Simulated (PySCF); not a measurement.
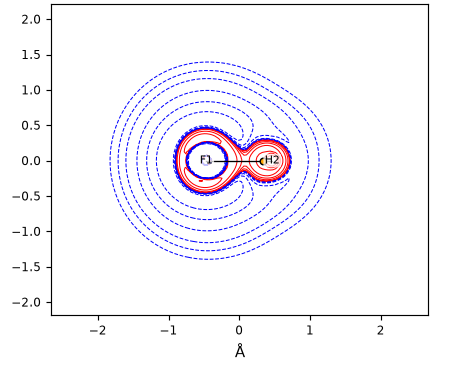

FH, SMILES `F`. Negative Laplacian of the density (−∇²ρ) in a plane that holds the bond (solid red lines positive, dashed blue lines negative, contours at ±0.02 to ±8 a.u.), with bond paths and bond critical points (dots).

Level of theory: HF/cc-pVTZ (PySCF), at a geometry from GFN2-xTB. No frequency check shows the geometry to be a minimum.

Geometry (Å), atoms numbered from 1:

```
F1       0.0932    0.0000    0.0000
H2      -0.8392    0.0000    0.0000
```

Q: At which bond critical points in this plane is charge locally concentrated, and at which depleted?

A: Concentrated (∇²ρ < 0): F1–H2 (−3.21 a.u.). At none is it depleted.

Q: Where along F1–H2 does the critical point lie?

A: 0.80 Å from F1 and 0.14 Å from H2.

Cost of the run: 0.86 s on 1 thread of Arm Neoverse V1, on a shared host, peak memory 0.17 GiB.
